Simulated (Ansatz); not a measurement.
## GaNH₆O: geometry relaxation (part 1 of 2)

The run: geometry relaxation of GaNH₆O. Method and program: RHF/def2-SVP (Ansatz 0.2.0).

The input holds or restrains some coordinates. Forces given for the steps count only the free coordinates. It belongs to a series of runs on one base structure; here: pulled along the bonds that form and break, towards end B.

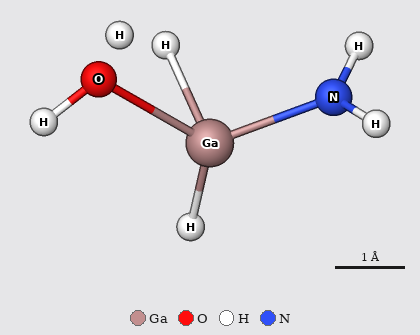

Fig. 1: The input geometry (ball-and-stick view, seen on its broad side). Sticks mark near contacts.

**Input file**
```yaml
crystal:
  periodic: [false, false, false]
  atoms:
    - { symbol: Ga, position_ang: [0.0, 0.0, 0.0] }
    - { symbol: O, position_ang: [0.0, 0.0, 2.14] }
    - { symbol: H, position_ang: [-0.9095, -0.2814, 2.4771] }
    - { symbol: "N", position_ang: [1.6714, 0.0, -0.965] }
    - { symbol: H, position_ang: [2.138, -0.9179, -1.2168] }
    - { symbol: H, position_ang: [2.1227, 0.9179, -1.2432] }
    - { symbol: H, position_ang: [-1.3596, 0.0, -0.785] }
    - { symbol: H, position_ang: [0.0838, 1.7726, 0.5897] }
    - { symbol: H, position_ang: [0.0648, 1.3714, 1.5381] }
basis:
  gaussian: { orbitals: def2-SVP }
hamiltonian:
  xc: hf
relax:
  f_tol: 0.15
  max_steps: 25
  restrain:
    - { distance: [0, 7], at: 1.57, k: 30.0 }
    - { distance: [8, 1], at: 1.01, k: 30.0 }
    - { distance: [0, 1], at: 2.99, k: 30.0 }
    - { distance: [8, 7], at: 1.86, k: 30.0 }
output:
  orbitals: {}
```

Machine: 2 threads of Arm Neoverse V2, 24 GiB of memory available, shared host.

Run as:
```bash
ansatz run input.yaml --threads 2 --pin off --max-ram 3072MiB --backend cpu --events-out ev --progress --plain --runs-dir out
```

**Output**
```
The last accepted step is kept in [file] (removed where the run ends without a failure and the disk answers)
Engine: ansatz 0.2.0, aarch64-unknown-linux-gnu
Functional definition: HF
  exchange = exact_x
  correlation = 0
971 factors; integrals over basis functions are off by at most 3.3e-4 eV
mean field evaluation 1: about -55931.2652 eV, gradient 4.6e1 eV
mean field evaluation 2: about -55931.2993 eV, gradient 4.6e1 eV
mean field evaluation 4: about -55935.9191 eV, gradient 3.3e0 eV
mean field evaluation 8: about -55935.9640 eV, gradient 2.8e-1 eV
mean field -55935.96442123 eV, -2055.6087777216 hartree, gradient 1.8e-5 eV, S^2 0.000000; 0 other end points of the search recorded, 0 dependent functions left out
the calculation of the forces begins
reference -55935.96442123 eV, -2055.6087777216 hartree; 26, 26 occupied and 64, 64 virtual orbitals, 971 factors
relax step   1: F+E_penalty+E_count = -55935.96442123 eV  Δ(F+E_penalty+E_count) = +0.000e0 eV  max|allowed force component| = 2.802e0 eV/Å  E_restraint = 26.11022996 eV  max|allowed force component, restraints' pulls added| = 2.652e1 eV/Å  Δτ_max = 0.0000 Å  (37 SCF iters, accepted)
  distance Ga 0 - H 7 = 1.8700 Å
  distance H 8 - O 1 = 1.4991 Å
  distance Ga 0 - O 1 = 2.1400 Å
  distance H 8 - H 7 = 1.0299 Å
these checks for a lower state are left out or cut short: starts, cluster_reference, orbital_swaps, neighbouring_geometries, increment
971 factors; integrals over basis functions are off by at most 4.0e-4 eV
mean field evaluation 16: about -55935.9121 eV, gradient 1.1e-2 eV
mean field -55935.91213631 eV, -2055.6068562863 hartree, gradient 7.1e-5 eV, S^2 0.000000; 0 other end points of the search recorded, 0 dependent functions left out
the calculation of the forces begins
reference -55935.91213631 eV, -2055.6068562863 hartree; 26, 26 occupied and 64, 64 virtual orbitals, 971 factors
relax step   2: F+E_penalty+E_count = -55935.91213631 eV  Δ(F+E_penalty+E_count) = +5.228e-2 eV  max|allowed force component| = 3.687e0 eV/Å  E_restraint = 11.73318176 eV  max|allowed force component, restraints' pulls added| = 1.928e1 eV/Å  Δτ_max = 0.1950 Å  (34 SCF iters, accepted)
  distance Ga 0 - H 7 = 1.7882 Å
  distance H 8 - O 1 = 1.3080 Å
  distance Ga 0 - O 1 = 2.3787 Å
  distance H 8 - H 7 = 1.3383 Å
these checks for a lower state are left out or cut short: starts, cluster_reference, orbital_swaps, neighbouring_geometries, increment
971 factors; integrals over basis functions are off by at most 8.2e-4 eV
mean field -55937.05608820 eV, -2055.6488957429 hartree, gradient 2.2e-5 eV, S^2 0.000000; 0 other end points of the search recorded, 0 dependent functions left out
the calculation of the forces begins
reference -55937.05608820 eV, -2055.6488957429 hartree; 26, 26 occupied and 64, 64 virtual orbitals, 971 factors
relax step   3: F+E_penalty+E_count = -55937.05608820 eV  Δ(F+E_penalty+E_count) = -1.144e0 eV  max|allowed force component| = 4.194e0 eV/Å  E_restraint = 3.69688699 eV  max|allowed force component, restraints' pulls added| = 1.056e1 eV/Å  Δτ_max = 0.1949 Å  (32 SCF iters, accepted)
  distance Ga 0 - H 7 = 1.7026 Å
  distance H 8 - O 1 = 1.1025 Å
  distance Ga 0 - O 1 = 2.5908 Å
  distance H 8 - H 7 = 1.6132 Å
these checks for a lower state are left out or cut short: starts, cluster_reference, orbital_swaps, neighbouring_geometries, increment
971 factors; integrals over basis functions are off by at most 9.9e-4 eV
mean field evaluation 32: about -55937.9462 eV, gradient 8.2e-6 eV
mean field -55937.94620985 eV, -2055.6816071102 hartree, gradient 1.2e-5 eV, S^2 0.000000; 0 other end points of the search recorded, 0 dependent functions left out
the calculation of the forces begins
reference -55937.94620985 eV, -2055.6816071102 hartree; 26, 26 occupied and 64, 64 virtual orbitals, 971 factors
relax step   4: F+E_penalty+E_count = -55937.94620985 eV  Δ(F+E_penalty+E_count) = -8.901e-1 eV  max|allowed force component| = 1.558e0 eV/Å  E_restraint = 0.37752552 eV  max|allowed force component, restraints' pulls added| = 4.954e0 eV/Å  Δτ_max = 0.1945 Å  (31 SCF iters, accepted)
  distance Ga 0 - H 7 = 1.5983 Å
  distance H 8 - O 1 = 0.9535 Å
  distance Ga 0 - O 1 = 2.8467 Å
  distance H 8 - H 7 = 1.8350 Å
these checks for a lower state are left out or cut short: starts, cluster_reference, orbital_swaps, neighbouring_geometries, increment
971 factors; integrals over basis functions are off by at most 1.0e-3 eV
mean field -55938.27014577 eV, -2055.6935115358 hartree, gradient 1.4e-5 eV, S^2 0.000000; 0 other end points of the search recorded, 0 dependent functions left out
the calculation of the forces begins
reference -55938.27014577 eV, -2055.6935115358 hartree; 26, 26 occupied and 64, 64 virtual orbitals, 971 factors
relax step   5: F+E_penalty+E_count = -55938.27014577 eV  Δ(F+E_penalty+E_count) = -3.239e-1 eV  max|allowed force component| = 1.001e0 eV/Å  E_restraint = 0.03632292 eV  max|allowed force component, restraints' pulls added| = 8.980e-1 eV/Å  Δτ_max = 0.1945 Å  (31 SCF iters, accepted)
  distance Ga 0 - H 7 = 1.5857 Å
  distance H 8 - O 1 = 0.9673 Å
  distance Ga 0 - O 1 = 2.9747 Å
  distance H 8 - H 7 = 1.8708 Å
these checks for a lower state are left out or cut short: starts, cluster_reference, orbital_swaps, neighbouring_geometries, increment
971 factors; integrals over basis functions are off by at most 1.0e-3 eV
mean field -55938.41713433 eV, -2055.6989132657 hartree, gradient 2.7e-5 eV, S^2 0.000000; 0 other end points of the search recorded, 0 dependent functions left out
the calculation of the forces begins
reference -55938.41713433 eV, -2055.6989132657 hartree; 26, 26 occupied and 64, 64 virtual orbitals, 971 factors
relax step   6: F+E_penalty+E_count = -55938.41713433 eV  Δ(F+E_penalty+E_count) = -1.470e-1 eV  max|allowed force component| = 2.017e0 eV/Å  E_restraint = 0.02793980 eV  max|allowed force component, restraints' pulls added| = 2.017e0 eV/Å  Δτ_max = 0.1945 Å  (30 SCF iters, accepted)
  distance Ga 0 - H 7 = 1.5763 Å
  distance H 8 - O 1 = 0.9720 Å
  distance Ga 0 - O 1 = 2.9841 Å
  distance H 8 - H 7 = 1.8786 Å
these checks for a lower state are left out or cut short: starts, cluster_reference, orbital_swaps, neighbouring_geometries, increment
971 factors; integrals over basis functions are off by at most 1.0e-3 eV
mean field -55938.54732564 eV, -2055.7036977082 hartree, gradient 1.7e-5 eV, S^2 0.000000; 0 other end points of the search recorded, 0 dependent functions left out
the calculation of the forces begins
reference -55938.54732564 eV, -2055.7036977082 hartree; 26, 26 occupied and 64, 64 virtual orbitals, 971 factors
relax step   7: F+E_penalty+E_count = -55938.54732564 eV  Δ(F+E_penalty+E_count) = -1.302e-1 eV  max|allowed force component| = 1.210e0 eV/Å  E_restraint = 0.02730812 eV  max|allowed force component, restraints' pulls added| = 7.197e-1 eV/Å  Δτ_max = 0.1999 Å  (31 SCF iters, accepted)
  distance Ga 0 - H 7 = 1.5759 Å
  distance H 8 - O 1 = 0.9709 Å
  distance Ga 0 - O 1 = 2.9824 Å
  distance H 8 - H 7 = 1.8741 Å
these checks for a lower state are left out or cut short: starts, cluster_reference, orbital_swaps, neighbouring_geometries, increment
971 factors; integrals over basis functions are off by at most 9.4e-4 eV
mean field -55938.57090703 eV, -2055.7045643080 hartree, gradient 1.4e-5 eV, S^2 0.000000; 0 other end points of the search recorded, 0 dependent functions left out
the calculation of the forces begins
reference -55938.57090703 eV, -2055.7045643080 hartree; 26, 26 occupied and 64, 64 virtual orbitals, 971 factors
relax step   8: F+E_penalty+E_count = -55938.57090703 eV  Δ(F+E_penalty+E_count) = -2.358e-2 eV  max|allowed force component| = 1.195e0 eV/Å  E_restraint = 0.02467144 eV  max|allowed force component, restraints' pulls added| = 2.162e-1 eV/Å  Δτ_max = 0.1510 Å  (29 SCF iters, accepted)
  distance Ga 0 - H 7 = 1.5716 Å
  distance H 8 - O 1 = 0.9716 Å
  distance Ga 0 - O 1 = 2.9839 Å
  distance H 8 - H 7 = 1.8712 Å
these checks for a lower state are left out or cut short: starts, cluster_reference, orbital_swaps, neighbouring_geometries, increment
971 factors; integrals over basis functions are off by at most 9.6e-4 eV
mean field evaluation 64: about -55938.5833 eV, gradient 3.8e-1 eV
mean field -55938.58354041 eV, -2055.7050285765 hartree, gradient 1.7e-5 eV, S^2 0.000000; 0 other end points of the search recorded, 0 dependent functions left out
the calculation of the forces begins
reference -55938.58354041 eV, -2055.7050285765 hartree; 26, 26 occupied and 64, 64 virtual orbitals, 971 factors
relax step   9: F+E_penalty+E_count = -55938.58354041 eV  Δ(F+E_penalty+E_count) = -1.263e-2 eV  max|allowed force component| = 1.179e0 eV/Å  E_restraint = 0.02563497 eV  max|allowed force component, restraints' pulls added| = 6.514e-2 eV/Å  Δτ_max = 0.1234 Å  (31 SCF iters, accepted)
```

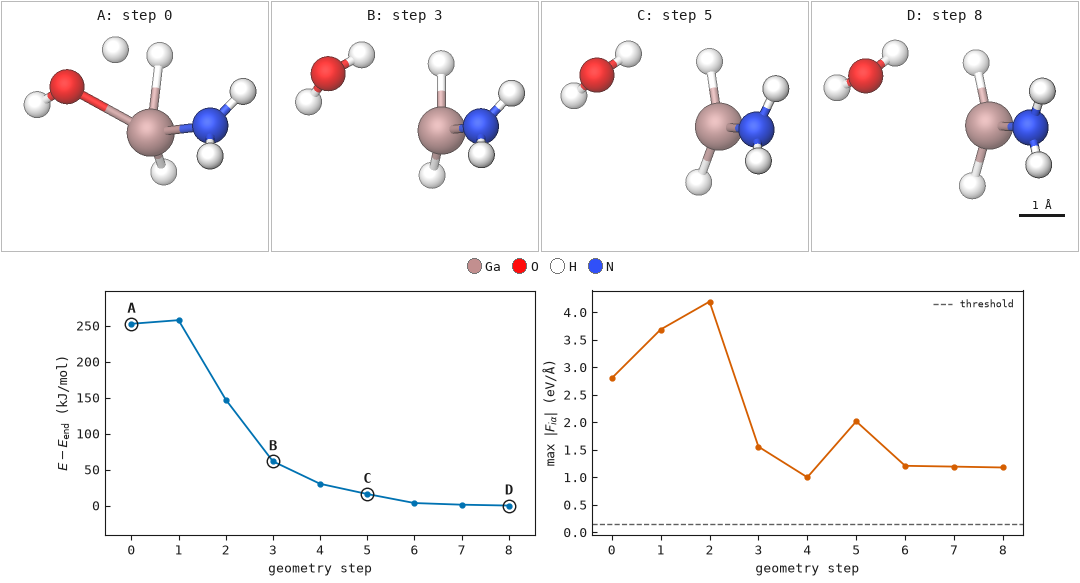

Fig. 2: Frames of the restrained relaxation (ball-and-stick view, seen at a tilt) above the curves, on which the letters mark them (the first geometry is step 0 here and step 1 in the log).

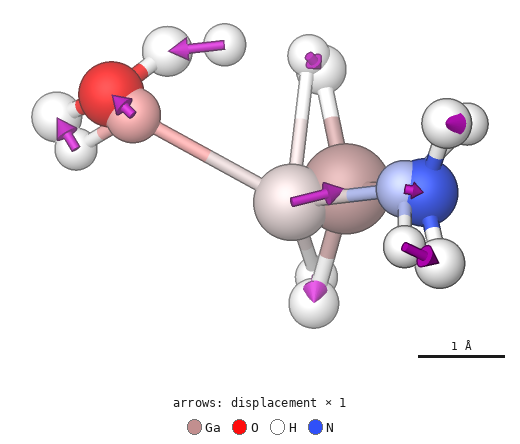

Fig. 3: Start (faint) and end (solid) with the displacements as pink arrows, at true length (ball-and-stick view, seen at a tilt). The two geometries are laid on each other by the best rigid fit. After 8 geometry steps the energy has fallen by 252.7 kJ/mol. Largest force component: 2.8 eV/Å at the start, 1.2 eV/Å at the end. Ga1 moves most after the best rigid fit: 0.69 Å. By element the largest moves are Ga 0.69 Å, H 0.68 Å, O 0.37 Å, N 0.23 Å. Among the contacts that change: Ga1–O2 2.140 → 2.985 Å, O2–H9 1.499 → 0.971 Å, Ga1–H8 1.870 → 1.574 Å, Ga1–N4 1.930 → 1.816 Å. New bonds form: O2–H9 (1.50 → 0.97 Å). Bonds break: Ga1–O2 (2.14 → 2.99 Å). Among the angles that change: N4–Ga1–H8 96.8° → 118.1°, H7–Ga1–H8 101.3° → 122.3°, H5–N4–H6 120.0° → 110.9°. (Atoms are counted from 1 in the order of the input.)
